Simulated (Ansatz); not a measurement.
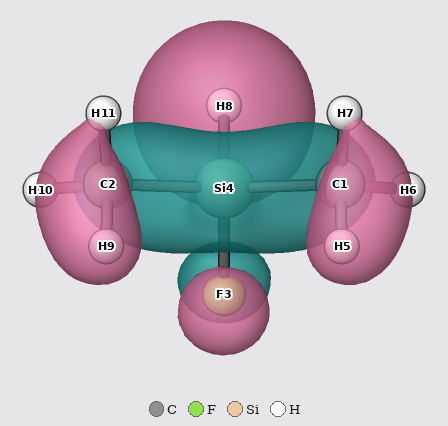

Figure. C2H7FSi (SMILES C[SiH](C)F). The HOMO−1 at ±0.1 Å⁻³ᐟ² (teal and pink are the two phases), seen from one side.

Geometry: PBE0-D3(BJ)/pcseg-1.

These are results of isolated molecule in a Gaussian basis; Kohn-Sham density functional theory, functional PBE0 in Ansatz, not measurements.

```yaml
atoms:
  - { symbol: C, position_ang: [-1.4116, -1.3305, 1.1088] }
  - { symbol: C, position_ang: [1.4397, -0.6775, 2.1179] }
  - { symbol: F, position_ang: [0.0768, 0.9043, 0.2009] }
  - { symbol: Si, position_ang: [0.2665, -0.6555, 0.6745] }
  - { symbol: H, position_ang: [-1.8565, -0.7720, 1.9419] }
  - { symbol: H, position_ang: [-2.0954, -1.2675, 0.2537] }
  - { symbol: H, position_ang: [-1.3384, -2.3847, 1.4064] }
  - { symbol: H, position_ang: [0.8459, -1.3841, -0.4910] }
  - { symbol: H, position_ang: [1.0324, -0.1105, 2.9644] }
  - { symbol: H, position_ang: [2.4065, -0.2363, 1.8470] }
  - { symbol: H, position_ang: [1.6199, -1.7072, 2.4532] }
```

### Describe this orbital and give its energy.

Its weight (Hirshfeld) is mainly on H8 (about 30 %), Si4 (about 30 %), C2 (about 10 %), C1 (about 10 %) and F3 (about 10 %). Its energy is −9.00 eV.
